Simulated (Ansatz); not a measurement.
# SiAs+ (quintet): from Hartree-Fock to the top rungs, cc-pVTZ

How much of the correlation energy of SiAs+ (quintet) does each wave-function method recover here?

Method: cc-pVTZ, core rule «outside noble gas», up to 19 orbitals frozen; program: Ansatz 0.2.0, Gaussian basis.

The runs, in order: UHF; CCSD(T) on ROHF; CCSD(T) on UHF; BCCD(T) on ROHF; CISD as a restricted active space (open shells left free, so some higher excitations enter); CCSDT(Q) on ROHF; CCSDT(Q) on UHF; CASSCF and MRCISD+Q, 8 electrons in 8 orbitals; CASSCF and NEVPT2, 8 electrons in 8 orbitals.

20 further runs of the same task are left out: 10 that didn't finish, 10 set aside as unsound or not needed. Runs told in other sessions of the task aren't counted.

**1. The geometry**

The geometry is a PBE0/def2-TZVP stationary point (not a proven minimum) of the parent state, kept for this charge and spin. No spin-orbit coupling is included. The filled d shell of As may be among the frozen orbitals whatever the setting's name suggests.

2 atoms, charge 1, spin multiplicity 5.

Atoms are counted from 1 here; the program's logs count them from 0.

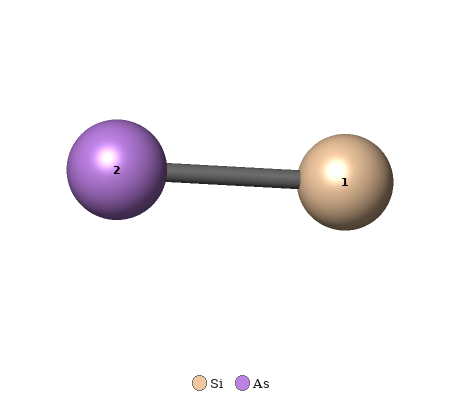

The geometry (silicon light orange, arsenic purple); atoms are numbered from 1 in the order of the file.

In the tables R marks a restricted open-shell determinant and U an unrestricted one; 'valence' is the active space of 8 electrons in 8 orbitals; energies count from the table's Hartree-Fock row.

**2. UHF**

Contents of in.yaml:

```yaml
crystal:
  periodic: [false, false, false]
  atoms:
    - {symbol: Si, position_ang: [0.000000, 0.000000, 0.000000]}
    - {symbol: As, position_ang: [0.000000, 0.000000, 2.453600]}
basis:
  gaussian: {orbitals: cc-pVTZ}
total_charge: 1
magnetization: {spin_polarized: true, initial_magnetization: 4}
hamiltonian: {xc: hf}
output: {orbitals: {seedname: orbitals}}
```

Started as:

```console
$ ansatz run in.yaml --threads 1 --pin off --events-out ev --progress --plain --max-ram 2393MiB
```

The program printed:

```text
Functional definition: HF
  name "HF"
  cite "Fock, Z. Phys. 61, 126 (1930) doi:10.1007/BF01340294"
  parent pbe
  exchange = exact_x
  correlation = 0
495 factors; integrals over basis functions are off by at most 8.3e-4 eV
mean field evaluation 1: about -68649.1670 eV, gradient 7.3e0 eV
mean field evaluation 2: about -68649.2326 eV, gradient 7.3e0 eV
mean field evaluation 4: about -68649.7472 eV, gradient 1.4e0 eV
mean field evaluation 8: about -68649.7910 eV, gradient 8.6e-2 eV
mean field evaluation 16: about -68649.7262 eV, gradient 3.8e-1 eV
mean field evaluation 32: about -68645.6384 eV, gradient 6.9e0 eV
mean field -68649.79135306 eV, -2522.8332997249 hartree, gradient 5.7e-5 eV, S^2 6.024685; 2 other end points of the search recorded, 0 dependent functions left out
reference -68649.79135306 eV, -2522.8332997249 hartree; 25, 21 occupied and 52, 56 virtual orbitals, 495 factors
Total energy: -68649.79135306 eV, -2522.8332997249 hartree
```

Wall time 6 s (1 thread of Intel Xeon at 2.80GHz, shared host).

From the report: ⟨S²⟩ of the determinant 6.025 (pure quintet: 6.00).

**3. CCSD(T) on ROHF**

Contents of in.yaml:

```yaml
crystal:
  periodic: [false, false, false]
  atoms:
    - {symbol: Si, position_ang: [0.000000, 0.000000, 0.000000]}
    - {symbol: As, position_ang: [0.000000, 0.000000, 2.453600]}
basis:
  gaussian: {orbitals: cc-pVTZ}
total_charge: 1
magnetization: {spin_polarized: false, initial_magnetization: 4}
correlation: {method: ccsd_t, electrons: outside_noble_gas}
```

The command is unchanged.

The program printed, shortened:

```text
Functional definition: HF
  name "HF"
  cite "Fock, Z. Phys. 61, 126 (1930) doi:10.1007/BF01340294"
  parent pbe
[...]
495 factors; integrals over basis functions are off by at most 8.3e-4 eV
[...]
mean field -68649.60615506 eV, -2522.8264938241 hartree, gradient 6.3e-6 eV, S^2 6.000000; 6 other end points of the search recorded, 0 dependent functions left out
[...]
determinant -68649.60615506 eV, -2522.8264938241 hartree, with singles and doubles -68654.15619947 eV, -2522.9937048722 hartree
determinant -68646.47512292 eV, -2522.7114305151 hartree, with singles and doubles -68651.16472307 eV, -2522.8837701422 hartree
determinant -68646.21868010 eV, -2522.7020064155 hartree, with singles and doubles -68650.99129748 eV, -2522.8773968693 hartree
19 core orbitals not correlated: weight in the atoms' cores, before any rotation towards them, 1.000 or more for the frozen orbitals, at most 0.000 for the correlated occupied ones
reference -68649.60615506 eV, -2522.8264938241 hartree; 6, 2 occupied and 52, 56 virtual orbitals, 495 factors
second order -3.65881515 eV of doubles, -0.09128650 eV of singles
cycle   1  -4.49135268 eV  change   -2.6e-1 eV  update   1.8e-2
[...]
cycle   9  -4.50094972 eV  change   -1.2e-6 eV  update   9.5e-6
perturbative correction -0.20604022 eV, -0.0075718384 hartree
Total energy: -68654.31314500 eV, -2522.9994725138 hartree
```

It took 9 s on 1 thread of Intel Xeon at 2.80GHz, shared host.

From the report: correlation -4.7070 eV; T1 0.026; largest double amplitude 0.08.

**4. CCSD(T) on UHF**

Changes to in.yaml since step 3:

```diff
@@ -8,3 +8,3 @@
 total_charge: 1
-magnetization: {spin_polarized: false, initial_magnetization: 4}
+magnetization: {spin_polarized: true, initial_magnetization: 4}
 correlation: {method: ccsd_t, electrons: outside_noble_gas}
```

Same command.

The program printed, shortened:

```text
Functional definition: HF
  name "HF"
  cite "Fock, Z. Phys. 61, 126 (1930) doi:10.1007/BF01340294"
  parent pbe
[...]
495 factors; integrals over basis functions are off by at most 8.3e-4 eV
[...]
mean field -68649.79135306 eV, -2522.8332997250 hartree, gradient 2.7e-6 eV, S^2 6.024685; 6 other end points of the search recorded, 0 dependent functions left out
determinant -68649.79135306 eV, -2522.8332997250 hartree, with singles and doubles -68654.16935674 eV, -2522.9941883930 hartree
determinant -68646.95114211 eV, -2522.7289238980 hartree, with singles and doubles -68650.87108907 eV, -2522.8729792915 hartree
determinant -68646.56177639 eV, -2522.7146149717 hartree, with singles and doubles -68651.17693740 eV, -2522.8842190103 hartree
19 core orbitals not correlated: weight in the atoms' cores, before any rotation towards them, 1.000 or more for the frozen orbitals, at most 0.000 for the correlated occupied ones
reference -68649.79135306 eV, -2522.8332997250 hartree; 6, 2 occupied and 52, 56 virtual orbitals, 495 factors
second order -3.54329342 eV of doubles, -0.00000000 eV of singles
cycle   1  -4.32803134 eV  change   -2.5e-1 eV  update   1.7e-2
[...]
cycle   9  -4.33633185 eV  change    2.5e-6 eV  update   4.8e-6
perturbative correction -0.20056391 eV, -0.0073705877 hartree
Total energy: -68654.32824881 eV, -2523.0000275688 hartree
```

Wall time 8.5 s (1 thread of Intel Xeon at 2.80GHz, shared host).

From the report: ⟨S²⟩ of the determinant 6.025 (pure quintet: 6.00); correlation -4.5369 eV; T1 0.024; largest double amplitude 0.08.

**5. BCCD(T) on ROHF**

Changes to in.yaml since step 4:

```diff
@@ -8,3 +8,3 @@
 total_charge: 1
-magnetization: {spin_polarized: true, initial_magnetization: 4}
-correlation: {method: ccsd_t, electrons: outside_noble_gas}
+magnetization: {spin_polarized: false, initial_magnetization: 4}
+correlation: {method: bccd_t, electrons: outside_noble_gas}
```

Same command.

The program printed, shortened:

```text
Functional definition: HF
  name "HF"
  cite "Fock, Z. Phys. 61, 126 (1930) doi:10.1007/BF01340294"
  parent pbe
[...]
495 factors; integrals over basis functions are off by at most 8.3e-4 eV
[...]
mean field -68649.60615506 eV, -2522.8264938241 hartree, gradient 6.3e-6 eV, S^2 6.000000; 6 other end points of the search recorded, 0 dependent functions left out
[...]
determinant -68649.60615506 eV, -2522.8264938241 hartree, with singles and doubles -68654.15619947 eV, -2522.9937048722 hartree
determinant -68646.47512292 eV, -2522.7114305151 hartree, with singles and doubles -68651.16472307 eV, -2522.8837701422 hartree
determinant -68646.21868010 eV, -2522.7020064155 hartree, with singles and doubles -68650.99129748 eV, -2522.8773968693 hartree
19 core orbitals not correlated: weight in the atoms' cores, before any rotation towards them, 1.000 or more for the frozen orbitals, at most 0.000 for the correlated occupied ones
reference -68649.60615506 eV, -2522.8264938241 hartree; 6, 2 occupied and 52, 56 virtual orbitals, 495 factors
second order -3.65881515 eV of doubles, -0.09128650 eV of singles
cycle   1  -4.49322141 eV  change   -2.6e-1 eV  update   1.9e-2
[...]
cycle  11  -4.49658668 eV  change   -6.4e-7 eV  update   4.3e-6
perturbative correction -0.21034386 eV, -0.0077299941 hartree
Total energy: -68654.31308560 eV, -2522.9994703309 hartree
```

Wall time 9 s (1 thread of Intel Xeon at 2.80GHz, shared host).

From the report: correlation -4.7069 eV; largest double amplitude 0.08.

**6. CISD as a restricted active space (open shells left free, so some higher excitations enter)**

Changes to in.yaml since step 5:

```diff
@@ -9,2 +9,2 @@
 magnetization: {spin_polarized: false, initial_magnetization: 4}
-correlation: {method: bccd_t, electrons: outside_noble_gas}
+correlation: {active_space: {ras: {orbitals: [2, 4, 52], electrons: 8, max_holes: 2, max_particles: 2}, fixed_orbitals: true}}
```

The command is unchanged.

The program printed:

```text
Functional definition: HF
  name "HF"
  cite "Fock, Z. Phys. 61, 126 (1930) doi:10.1007/BF01340294"
  parent pbe
  exchange = exact_x
  correlation = 0
495 factors; integrals over basis functions are off by at most 8.3e-4 eV
mean field evaluation 1: about -68649.0834 eV, gradient 7.0e0 eV
mean field evaluation 2: about -68649.1480 eV, gradient 7.0e0 eV
mean field evaluation 4: about -68649.5927 eV, gradient 1.0e0 eV
mean field evaluation 8: about -68649.6039 eV, gradient 2.9e-1 eV
mean field evaluation 16: about -68649.0833 eV, gradient 7.0e0 eV
mean field evaluation 32: about -68649.6062 eV, gradient 3.4e-4 eV
mean field -68649.60615506 eV, -2522.8264938241 hartree, gradient 6.3e-6 eV, S^2 6.000000; 4 other end points of the search recorded, 0 dependent functions left out
reference -68649.60615506 eV, -2522.8264938241 hartree; 25, 21 occupied and 52, 56 virtual orbitals, 495 factors
state -68653.95645589 eV, -2522.9863644310 hartree
Total energy: -68653.95645589 eV, -2522.9863644310 hartree
```

Wall time 10 s (1 thread of Intel Xeon at 2.80GHz, shared host).

From the report: 75,752 determinants.

**7. CCSDT(Q) on ROHF**

Changes to in.yaml since step 6:

```diff
@@ -9,2 +9,2 @@
 magnetization: {spin_polarized: false, initial_magnetization: 4}
-correlation: {active_space: {ras: {orbitals: [2, 4, 52], electrons: 8, max_holes: 2, max_particles: 2}, fixed_orbitals: true}}
+correlation: {method: ccsdt_q, electrons: outside_noble_gas}
```

The command is unchanged.

The program printed, shortened:

```text
Functional definition: HF
  name "HF"
  cite "Fock, Z. Phys. 61, 126 (1930) doi:10.1007/BF01340294"
  parent pbe
[...]
846 factors; integrals over basis functions are off by at most 1.7e-7 eV
[...]
mean field -68649.60616577 eV, -2522.8264942176 hartree, gradient 2.7e-6 eV, S^2 6.000000; 5 other end points of the search recorded, 0 dependent functions left out
[...]
determinant -68649.60616577 eV, -2522.8264942176 hartree, with singles and doubles -68654.15621688 eV, -2522.9937055119 hartree
determinant -68646.47513412 eV, -2522.7114309270 hartree, with singles and doubles -68651.16468014 eV, -2522.8837685643 hartree
determinant -68646.21869741 eV, -2522.7020070515 hartree, with singles and doubles -68650.99139051 eV, -2522.8774002878 hartree
19 core orbitals not correlated: weight in the atoms' cores, before any rotation towards them, 1.000 or more for the frozen orbitals, at most 0.000 for the correlated occupied ones
reference -68649.60616577 eV, -2522.8264942176 hartree; 6, 2 occupied and 52, 56 virtual orbitals, 846 factors
second order -3.65882251 eV of doubles, -0.09128668 eV of singles
cycle   1  -4.28806683 eV  change   -5.4e-1 eV  update   7.9e-2
[...]
cycle  16  -4.74775505 eV  change    5.4e-7 eV  update   4.0e-7
perturbative correction -0.01058982 eV, -0.0003891688 hartree
Total energy: -68654.36451064 eV, -2523.0013601664 hartree
```

It took 45 s on 1 thread of Intel Xeon at 2.80GHz, shared host; peak memory 0.59 GiB.

From the report: correlation -4.7583 eV; T1 0.028; largest double amplitude 0.09.

**8. CCSDT(Q) on UHF**

Changes to in.yaml since step 7:

```diff
@@ -8,3 +8,3 @@
 total_charge: 1
-magnetization: {spin_polarized: false, initial_magnetization: 4}
+magnetization: {spin_polarized: true, initial_magnetization: 4}
 correlation: {method: ccsdt_q, electrons: outside_noble_gas}
```

Same command.

The program printed, shortened:

```text
Functional definition: HF
  name "HF"
  cite "Fock, Z. Phys. 61, 126 (1930) doi:10.1007/BF01340294"
  parent pbe
[...]
846 factors; integrals over basis functions are off by at most 1.7e-7 eV
[...]
mean field -68649.79136396 eV, -2522.8333001257 hartree, gradient 2.9e-6 eV, S^2 6.024685; 5 other end points of the search recorded, 0 dependent functions left out
determinant -68649.79136396 eV, -2522.8333001257 hartree, with singles and doubles -68654.16937327 eV, -2522.9941890002 hartree
determinant -68646.95115896 eV, -2522.7289245171 hartree, with singles and doubles -68650.87119629 eV, -2522.8729832317 hartree
determinant -68646.56178790 eV, -2522.7146153944 hartree, with singles and doubles -68651.17695367 eV, -2522.8842196085 hartree
19 core orbitals not correlated: weight in the atoms' cores, before any rotation towards them, 1.000 or more for the frozen orbitals, at most 0.000 for the correlated occupied ones
reference -68649.79136396 eV, -2522.8333001257 hartree; 6, 2 occupied and 52, 56 virtual orbitals, 846 factors
second order -3.54330031 eV of doubles, -0.00000000 eV of singles
cycle   1  -4.09497553 eV  change   -5.5e-1 eV  update   8.1e-2
[...]
cycle  16  -4.57875250 eV  change    1.7e-7 eV  update   8.6e-7
perturbative correction -0.01079961 eV, -0.0003968784 hartree
Total energy: -68654.38091607 eV, -2523.0019630547 hartree
```

Wall time 41 s (1 thread of Intel Xeon at 2.80GHz, shared host); peak memory 0.53 GiB.

From the report: ⟨S²⟩ of the determinant 6.025 (pure quintet: 6.00); correlation -4.5896 eV; T1 0.027; largest double amplitude 0.09.

**9. CASSCF and MRCISD+Q, 8 electrons in 8 orbitals**

Contents of in.yaml:

```yaml
crystal:
  periodic: [false, false, false]
  atoms:
    - {symbol: Si, position_ang: [0.000000, 0.000000, 0.000000]}
    - {symbol: As, position_ang: [0.000000, 0.000000, 2.453600]}
basis:
  gaussian: {orbitals: cc-pVTZ}
total_charge: 1
magnetization: {spin_polarized: false, initial_magnetization: 4}
correlation: {method: fic_mrcisd_q, electrons: outside_noble_gas, active_space: {window: {electrons: 8, orbitals: 8}, shells: [{species: As, l: s, shell: 4}, {species: As, l: p, shell: 4}, {species: Si, l: s, shell: 3}, {species: Si, l: p, shell: 3}]}}
```

Launched as before.

The program printed, shortened:

```text
Functional definition: HF
  name "HF"
  cite "Fock, Z. Phys. 61, 126 (1930) doi:10.1007/BF01340294"
  parent pbe
[...]
846 factors; integrals over basis functions are off by at most 1.7e-7 eV
[...]
mean field -68649.60616577 eV, -2522.8264942176 hartree, gradient 2.7e-6 eV, S^2 6.000000; 3 other end points of the search recorded, 0 dependent functions left out
reference -68649.60616577 eV, -2522.8264942176 hartree; 25, 21 occupied and 52, 56 virtual orbitals, 846 factors
state -68650.58969270 eV, -2522.8626381656 hartree
contracted CI cycle   1: correlation 0.00000000 eV, 0.0000000000 hartree, residual 1.34e1 eV
contracted CI cycle   2: correlation -3.36008633 eV, -0.1234808952 hartree, residual 2.35e0 eV
contracted CI cycle   3: correlation -3.46298283 eV, -0.1272622719 hartree, residual 4.91e-1 eV
contracted CI cycle   4: correlation -3.46731729 eV, -0.1274215603 hartree, residual 1.08e-1 eV
contracted CI cycle   5: correlation -3.46752275 eV, -0.1274291106 hartree, residual 2.50e-2 eV
contracted CI cycle   6: correlation -3.46753358 eV, -0.1274295086 hartree, residual 5.90e-3 eV
contracted CI cycle   7: correlation -3.46753418 eV, -0.1274295308 hartree, residual 1.41e-3 eV
contracted CI cycle   8: correlation -3.46753422 eV, -0.1274295320 hartree, residual 3.47e-4 eV
state -68650.58969270 eV, -2522.8626381656 hartree; corrected -68654.35144912 eV, -2523.0008801645 hartree
Total energy: -68654.35144912 eV, -2523.0008801645 hartree
Checks for a lower state left out: starts, orbital_swaps
```

Run time: 7.5 s. Hardware: 1 thread of Intel Xeon at 2.80GHz, shared host; peak memory 0.29 GiB.

From the report: 192 determinants; active occupations 1.99, 1.94, 1.01, 1.00, 1.00, 0.99, 0.04, 0.03.

**10. CASSCF and NEVPT2, 8 electrons in 8 orbitals**

Contents of in.yaml:

```yaml
crystal:
  periodic: [false, false, false]
  atoms:
    - {symbol: Si, position_ang: [0.000000, 0.000000, 0.000000]}
    - {symbol: As, position_ang: [0.000000, 0.000000, 2.453600]}
basis:
  gaussian: {orbitals: cc-pVTZ}
total_charge: 1
magnetization: {spin_polarized: false, initial_magnetization: 4}
correlation: {method: sc_nevpt2, electrons: outside_noble_gas, active_space: {window: {electrons: 8, orbitals: 8}, shells: [{species: As, l: s, shell: 4}, {species: As, l: p, shell: 4}, {species: Si, l: s, shell: 3}, {species: Si, l: p, shell: 3}]}}
```

Launched as before.

The program printed:

```text
Functional definition: HF
  name "HF"
  cite "Fock, Z. Phys. 61, 126 (1930) doi:10.1007/BF01340294"
  parent pbe
  exchange = exact_x
  correlation = 0
846 factors; integrals over basis functions are off by at most 1.7e-7 eV
mean field evaluation 1: about -68649.0034 eV, gradient 6.9e0 eV
mean field evaluation 2: about -68649.1461 eV, gradient 7.0e0 eV
mean field evaluation 4: about -68649.5910 eV, gradient 1.0e0 eV
mean field evaluation 8: about -68649.6039 eV, gradient 3.0e-1 eV
mean field evaluation 16: about -68649.6062 eV, gradient 2.7e-6 eV
mean field evaluation 32: about -68648.4640 eV, gradient 1.1e1 eV
mean field -68649.60616577 eV, -2522.8264942176 hartree, gradient 2.7e-6 eV, S^2 6.000000; 3 other end points of the search recorded, 0 dependent functions left out
reference -68649.60616577 eV, -2522.8264942176 hartree; 25, 21 occupied and 52, 56 virtual orbitals, 846 factors
state -68650.58969270 eV, -2522.8626381656 hartree
state -68650.58969270 eV, -2522.8626381656 hartree; corrected -68653.55943874 eV, -2522.9717743199 hartree
Total energy: -68653.55943874 eV, -2522.9717743199 hartree
Checks for a lower state left out: starts, orbital_swaps
```

Wall time 5.5 s (1 thread of Intel Xeon at 2.80GHz, shared host).

From the report: 192 determinants; active occupations 1.99, 1.94, 1.01, 1.00, 1.00, 0.99, 0.04, 0.03.

**11. How many determinants matter**

Natural occupations of the CASSCF valence state about the gap (report; correlated orbitals 1 to 8): 1.987, 1.939, 1.006, 1.001, 0.999, 0.989, 0.044, 0.034. The count of effectively unpaired electrons, Σ n²(2 − n)², is 4.03; a single determinant of this spin has 4.

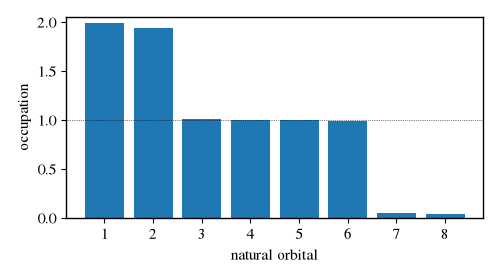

Natural occupations of the CASSCF valence state.

**12. All levels against the top one**

The yardstick is UCCSDT(Q), where the cluster series has nearly closed. Rows without a time are mean-field rows or come out of runs for another level: lower rungs of the coupled-cluster runs, CASSCF and MRCISD of the multireference runs, or the Hartree-Fock search.

Differences are taken before rounding.

```tsv
method	energy from the lowest ROHF (meV)	from UCCSDT(Q) (meV)	time
ROHF	0.0	+4774.8	
UHF	-185.2	+4589.6	
RMP2	-3750.1	+1024.7	
UMP2	-3728.5	+1046.3	
CISD	-4350.3	+424.5	10 s
RCCSD	-4500.9	+273.8	
UCCSD	-4521.5	+253.2	
RCCSD(T)	-4707.0	+67.8	9 s
UCCSD(T)	-4722.1	+52.7	8.5 s
BCCD(T)	-4706.9	+67.8	9 s
RCCSDT	-4747.8	+27.0	
UCCSDT	-4764.0	+10.8	
RCCSDT(Q)	-4758.4	+16.4	45 s
UCCSDT(Q)	-4774.8	0	41 s
CASSCF valence	-983.5	+3791.2	
NEVPT2 valence	-3953.3	+821.5	5.5 s
MRCISD valence	-4451.1	+323.7	
MRCISD+Q valence	-4745.3	+29.5	7.5 s
```

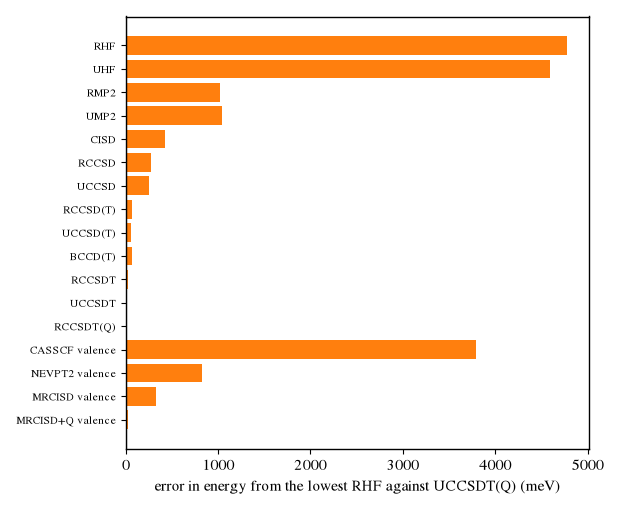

How far each level lands from UCCSDT(Q).

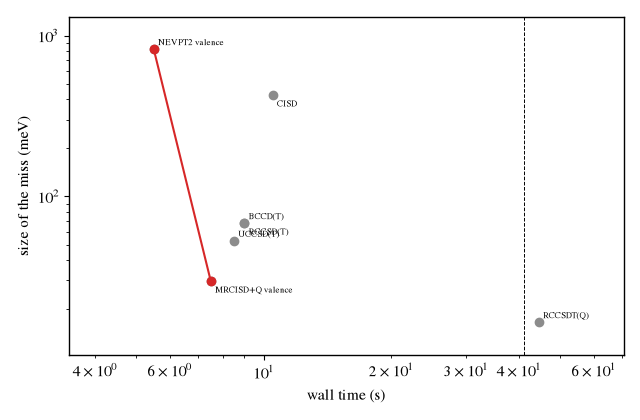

Accuracy for the time spent; red marks the levels that beat every quicker one drawn (of those quicker than the yardstick), and the dashed line is the time of UCCSDT(Q). Times are from a shared host.

**13. Results**

| quantity | value |
| --- | --- |
| UCCSDT(Q) from the ROHF energy | -4.7748 eV |
| RMP2 from UCCSDT(Q) | +1024.7 meV |
| UMP2 from UCCSDT(Q) | +1046.3 meV |
| RCCSD from UCCSDT(Q) | +273.8 meV |
| RCCSD(T) from UCCSDT(Q) | +67.8 meV |
| UCCSD(T) from UCCSDT(Q) | +52.7 meV |
| RCCSDT(Q) from UCCSDT(Q) | +16.4 meV |
| NEVPT2 valence from UCCSDT(Q) | +821.5 meV |
| MRCISD+Q valence from UCCSDT(Q) | +29.5 meV |
| levels within 1 kcal/mol (43 meV) | RCCSDT, UCCSDT, RCCSDT(Q), MRCISD+Q valence |
| T1 diagnostic | 0.026 |
| effectively unpaired electrons | 4.03 |

In words: RCCSD(T) lands +67.8 meV from the yardstick (1.4 % of the correlation energy). One determinant dominates. Of the multireference levels listed MRCISD+Q valence comes nearest in total energy (+29.5 meV), which doesn't show that its space is the better one. These misses are within one basis, not against nature; the frozen cores of restricted and unrestricted runs differ, which can shift their rows.

With open shells the CI space here admits some higher excitations, so it is larger than plain CISD.

MRCISD+Q valence reaches 29.5 meV from the reference in 7.5 s, where UCCSDT(Q) took 41 s; the quickest level in the cost chart, NEVPT2 valence, takes 5.5 s and misses by 821.5 meV.
